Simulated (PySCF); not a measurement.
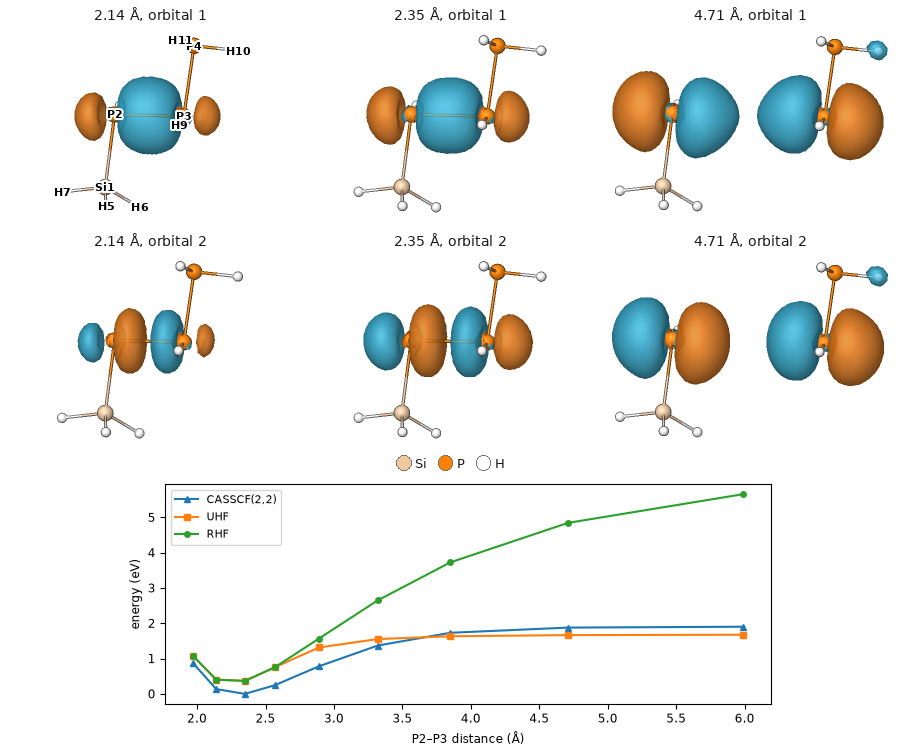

H$_{7}$P$_{3}$Si, SMILES `[SiH3][PH][PH]P`. Rigid stretch of the P2–P3 bond. The two CASSCF(2,2) natural orbitals nearest half filling (orbital 1 the more occupied). Below: energies along the scan, from the lowest point of the three curves.

PySCF calculation, 6-31+G* basis, gas phase; geometry: GFN2-xTB. No frequency check shows the geometry to be a minimum. GFN2-xTB bond lengths at metals and heavier atoms can be off by up to 0.1 Å and shapes distorted, which carries into these values.

The calculation's input:

```python
import numpy as np
from pyscf import gto, scf, mcscf

mol = gto.M(atom='''
Si     2.57423     0.21588    -0.02202
P      0.62535    -0.89536     0.12014
P     -0.66718     0.82935    -0.08118
P     -2.55524    -0.25034    -0.09583
H      2.78746     0.85941     1.27686
H      2.57489     1.22476    -1.08383
H      3.58218    -0.81269    -0.27794
H      0.54717    -1.20521    -1.23037
H     -0.60552     1.14120     1.27653
H     -3.30363     0.92574    -0.08426
H     -2.66561    -0.41048     1.28445
''', basis='6-31+g*', charge=0, spin=0, verbose=4)
# stretch the bond between atoms 2 and 3, from long to short, fragments rigid
a, b, move = 1, 2, [2, 3, 8, 9, 10]
xyz = mol.atom_coords(unit='Angstrom')
u = xyz[b] - xyz[a]
r0 = np.linalg.norm(u)
rows, last, dm_u = [], None, None
for r in [5.99, 4.71, 3.85, 3.32, 2.89, 2.57, 2.35, 2.14, 1.97]:
    new = xyz.copy()
    new[move] += u / r0 * (r - r0)
    m = mol.set_geom_(new, unit='Angstrom', inplace=False)
    rhf = scf.RHF(m).density_fit(auxbasis='def2-universal-jkfit').run()
    uhf = scf.UHF(m).density_fit(auxbasis='def2-universal-jkfit').newton()
    if dm_u is None:
        c = rhf.mo_coeff
        h = m.nelectron // 2 - 1
        ca, cb = c.copy(), c.copy()
        ca[:, h], cb[:, h] = (c[:, h] + c[:, h + 1]) / 2**.5, (c[:, h] - c[:, h + 1]) / 2**.5
        dm_u = np.array([x[:, :h + 1] @ x[:, :h + 1].T for x in (ca, cb)])
    uhf.kernel(dm0=dm_u)
    for _ in range(3):
        c, _, stable, _ = uhf.stability(return_status=True)
        if stable:
            break
        uhf.kernel(c, uhf.mo_occ)
    dm_u = uhf.make_rdm1()
    mc = mcscf.CASSCF(rhf, 2, 2)
    mc.natorb = True
    mc.fix_spin_(ss=0)
    guess = mcscf.addons.make_natural_orbitals(uhf)[1] if last is None else mcscf.project_init_guess(mc, last.mo_coeff, last.mol)
    mc.kernel(guess)
    last = mc
    act = slice(mc.ncore, mc.ncore + mc.ncas)
    print('r %.3f  RHF %.6f  UHF %.6f  <S^2> %.3f  CASSCF %.6f  occupations' % (r, rhf.e_tot, uhf.e_tot, uhf.spin_square()[0], mc.e_tot), mc.mo_occ[act].round(4))
    rows.append((new, rhf.e_tot, uhf.e_tot, uhf.spin_square()[0], mc.e_tot, mc.mo_occ[act], mc.mo_coeff[:, act], dm_u[0] - dm_u[1], rhf.converged and uhf.converged and mc.converged))
    np.savez('result.npz', **{k: [row[i] for row in rows] for i, k in enumerate('xyz rhf uhf s2 cas occ c spin ok'.split())})
```

Launched as:

```sh
OMP_NUM_THREADS=1 python input.py
```

The run took 11 min on 1 thread of Arm Neoverse V1, on a shared host, peak memory 0.3 GiB.

Question: How do the occupations change along the stretch?

Answer: 2.14 Å: 1.98 and 0.02; 2.35 Å: 1.97 and 0.03; 4.71 Å: 1.15 and 0.85. At the longest distance computed (5.99 Å) they are 1.03 and 0.97, and the effective number of unpaired electrons is 2.0.

Question: Where does the UHF solution part from RHF?

Answer: Between 2.57 Å (⟨S²⟩ = 0, the two coincide) and 2.89 Å (⟨S²⟩ = 0.55); at 5.99 Å ⟨S²⟩ is 1.03 and UHF lies 4.0 eV below RHF.

Question: How much energy does the stretch cost?

Answer: By CASSCF, 1.9 eV from the lowest point of the scan (2.35 Å) to 5.99 Å; RHF gives 5.3 eV from its own lowest point. The fragments aren't relaxed and dynamic correlation is missing, so this isn't a bond dissociation energy.
